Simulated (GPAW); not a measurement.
# Surface energy and work function of Na(100) from slabs of 4 to 14 layers (PBE)

How do energy and work function of Na(100) films settle with thickness, and what surface energy follows?

How it was computed: GPAW 26.7.0, plane waves at 450 eV with PAW setups; symmetric 1×1 slabs cut at the tabulated lattice constant (two decimals; low-temperature values for the alkali metals), atoms at bulk places, 7.5 Å of vacuum on each side, one in-plane mesh for all thicknesses, Fermi-Dirac smearing of 0.1 eV. Energies are extrapolated to zero smearing and count from the program's reference atoms. Functional PBE. The cell's area is 17.893 Å².

Results, with one row withheld:

```tsv
layers	energy (eV)	work function (eV)
4	−4.7839	2.72
5	−6.1105	2.61
6	−7.4431	2.68
7	−8.7549	2.67
8	−10.0797	2.64
9	−11.4031	2.67
10	−12.7183	2.65
11	−14.0483	2.66
12	−15.3627	2.66
14	?	?
```

Q: What surface energy do these runs give, and what energy and work function should the 14-layer slab have?

**Working.** A slab of n layers has E(n) = nε + 2Aγ once its middle is bulk-like. A line through n = 6 to 12 has the slope ε = −1.3209 eV a layer and the intercept 2Aγ = 0.4863 eV (r.m.s. residual 3.6 meV). So γ = 0.4863 / (2 × 17.893 Å²) = 0.0136 eV/Å² = 0.22 J/m², with a standard error of under 0.01 J/m² from the scatter about the line. For 14 layers: 0.4863 + 14 × (−1.3209) = −18.006 eV; the run gives −18.009 eV, 3.3 meV under the line. The work function has no such law: from 6 to 12 layers it moves between 2.64 and 2.68 eV (mean 2.66), and the 14-layer slab gives 2.66 eV. The thinnest slab, 4 layers, lies +0.06 eV from that mean. The values go up and down with thickness, as expected where levels confined across the film cross the Fermi level one by one.

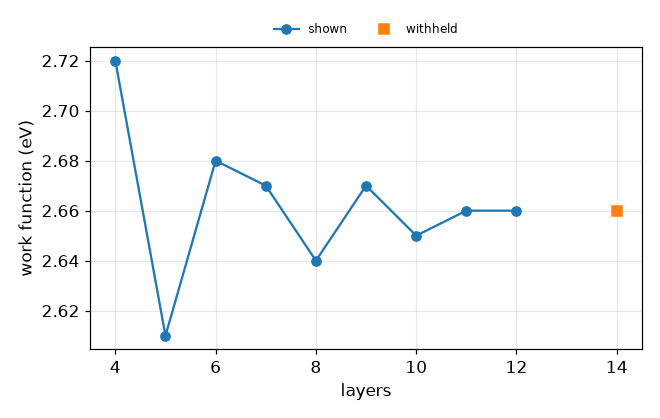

Work function against thickness.

**Limits.** The surfaces are unrelaxed, so γ is an upper bound for this functional and lattice constant. The tabulated lattice constant isn't the functional's own, which strains the slab a little.

[Logs are printed without paths, hosts, clocks, repeated set-up lines and the standing remarks that a program may print on its own settings, such as how far it seeks lower states.]
